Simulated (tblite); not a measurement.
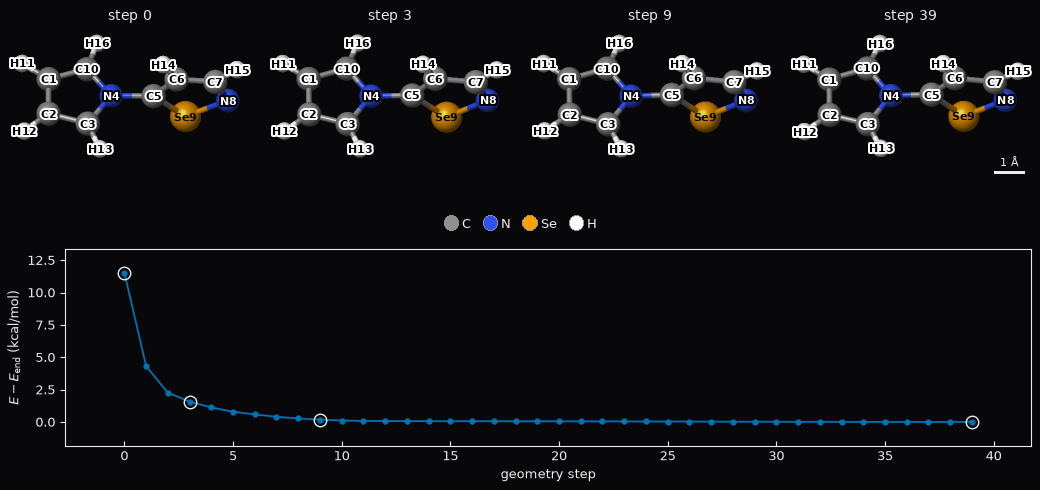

Frames of a relaxation of C$_{7}$H$_{6}$N$_{2}$Se, marked on the history of the run. The picture is a ball-and-stick view, seen at a tilt.

Level of theory: GFN2-xTB geometry optimisation, gas phase in tblite 0.8.0. 

Describe the path.

Answer. Over 39 geometry steps the energy falls by 11.5 kcal/mol. The atom that moves furthest after the best rigid fit is H15 (0.13 Å). By element the largest moves are H 0.13 Å, C 0.11 Å, N 0.10 Å, Se 0.07 Å. Near-neighbour distances that change, for instance: C5–Se9 1.779 → 1.882 Å, C6–C7 1.340 → 1.411 Å, N4–C5 1.445 → 1.388 Å, C1–C2 1.370 → 1.411 Å. Bond angles that change, for instance: C1–C10–H16 125.0° → 131.1°, C5–C6–C7 116.9° → 112.1°, N4–C5–Se9 127.8° → 123.7°. From step 0 to 3: Se9 moves most (0.06 Å), energy −9.96 kcal/mol. From step 3 to 9: H15 moves most (0.07 Å), energy −1.41 kcal/mol. From step 9 to 39: H11 moves most (0.07 Å), energy −0.17 kcal/mol.
